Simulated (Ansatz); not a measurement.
One crystal and one scan (frozen-phonon scan) at two levels, PBE (plane waves to 420 eV, PAW, scalar-relativistic; Ansatz, a program for electronic structure) and r2SCAN (plane waves to 500 eV, PAW, scalar-relativistic; Ansatz), each from its own relaxed cell and on its own mesh. The cell shown is that of PBE.

Relaxed Li (bcc, W type):

```
CELL_PARAMETERS angstrom
     -3.43518     3.43518     3.43518
      0.00000     0.00000     3.43518
      0.00000     3.43518     0.00000
ATOMIC_POSITIONS crystal
  Li 0.00000 0.00000 0.00000
  Li 0.50000 0.00000 0.00000
```

The atoms are displaced by Q × the pattern below (from a DFPT mode at H = (0.5, 0.5, 0.5), largest move 1; Q in Å), at fixed cell. It is one choice among 3 degenerate patterns. (q is in reciprocal vectors of the primitive cell; the cell shown is doubled to hold the pattern.)

```
atom      x      y       z
----  -----  -----  ------
Li1   0.000  0.000  -1.000
Li2   0.000  0.000   1.000
```

Li was relaxed with its symmetry unable to fall. With partly filled bands, energies and forces of such displacements shift with the k mesh and the smearing. Percentages come from the unrounded values. Both scans cover Q from -0.100 to 0.100 Å.

```
quantity                                                                                    PBE  r2SCAN     PBE − r2SCAN
----------------------------------------------------------------------------------------  -----  ------  ---------------
Lattice constant a (Å)                                                                    3.435   3.477  -0.042 (-1.2 %)
Energy at Q = 0.100 Å (meV/cell)                                                           27.7    27.9      -0.2 (-1 %)
Harmonic wavenumber from the curvature (finite differences) (cm⁻¹ (negative: imaginary))    331     332      -1 (-0.3 %)
```

PBE gives the lower value for: lattice constant a. They agree on: energy at Q = 0.100 Å (within 1.5 %); harmonic wavenumber from the curvature (within 1.5 %). Both give the same space group of the distorted cell: P4/nmm (No. 129), lowered from Im-3m.

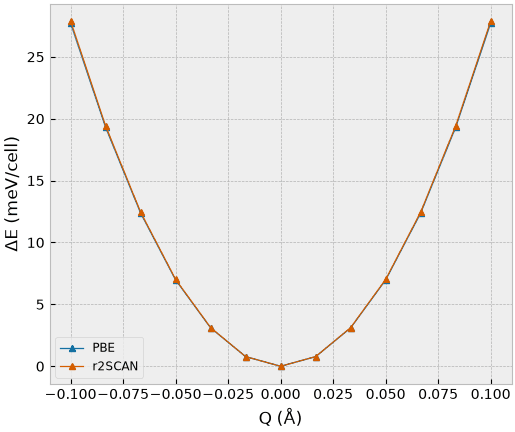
ΔE, each from the undisplaced structure of its own level.

(A displaced cell: forces are minus the slopes of the energy, force constants its curvatures, and phonons follow from these.)
